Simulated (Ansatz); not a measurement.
# TiSi2 (Fddd): the Drude term of Re ε in the infrared

Re ε of TiSi2 (Fddd) along x at low photon energies is read from one computed spectrum; the carriers' damping was typed as γ = 0.03 eV. x, y and z are the Cartesian axes of the input cell.

Cell: a, b, c = 5.926, 4.884, 4.760 Å (primitive vectors), 6 atoms.

Method: Ansatz 0.2.0, PBE, independent particles, k-mesh 6×6×6 with interpolation inside its cells, Gaussian parameter 0.1 eV.

Launch of the response step: `ansatz run input.yaml --threads 4 --pin off --max-ram 8192MiB --backend cpu --events-out ev --progress --plain --runs-dir out`. The run took 42 s, on 4 threads of Intel(R) Xeon(R) Platinum 8375C CPU @ 2.90GHz (Ice Lake) (shared host).

| photon energy E (eV) | wavelength (µm) | Re ε |
| --- | --- | --- |
| 0.25 | 4.96 | -393.2 |
| 0.30 | 4.13 | -269.0 |
| 0.35 | 3.54 | -194.6 |
| 0.40 | 3.10 | -146.3 |
| 0.50 | 2.48 | ? |
| 0.60 | 2.07 | -52.4 |
| 0.70 | 1.77 | -30.4 |

A Drude term over a constant background gives Re ε = ε_b − ωp²/(E² + γ²), linear in 1/(E² + γ²).

Working, on the rows shown:

| x = 1/(E² + γ²) (eV⁻²) | y = Re ε |
| --- | --- |
| 15.7729 | -393.2 |
| 11.0011 | -269 |
| 8.10373 | -194.6 |
| 6.21504 | -146.3 |
| 2.77085 | -52.4 |
| 2.03707 | -30.4 |

Means: x̄ = 7.6501, ȳ = -180.98. Σ(x − x̄)(y − ȳ) = -3547, Σ(x − x̄)² = 134.8. Slope = -3547 / 134.8 = -26.32; intercept = ȳ − slope · x̄ = 20.351. The line misses the rows shown by at most 3.1.

**Question.** What does the fit predict for the withheld row, and how well does it do?

**Answer.** At x = 3.9857 the line gives y = -84.543. The run gave -87.4, so the interpolation is off by 2.9, 0.8 % of the range in the table.

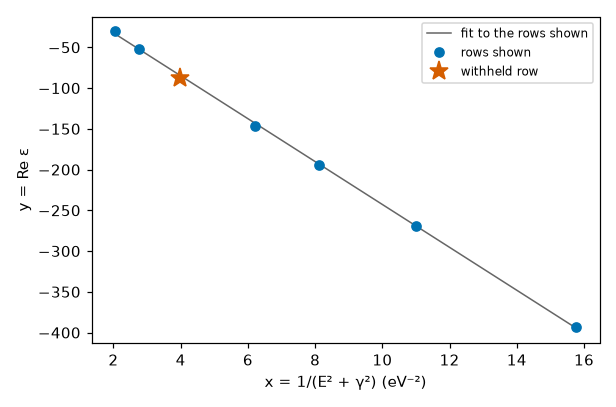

Refitted with all rows, the slope is -26.26 and the intercept 19.506. These give ωp = √(−slope) = 5.12 eV, against 5.23 eV from the program's Fermi-surface sum, and an intercept of 19.5. Taking the program's Drude term off the rows leaves 38 at the lowest energy and 25 at the highest, so the background isn't constant: interband transitions lie in or near the window, and neither fitted number can be trusted. The cell comes from an older database entry, whose edges can be off by a per cent or so. The values come from a sum over the points of one k-mesh and carry its error, which is largest for Fermi-surface quantities.
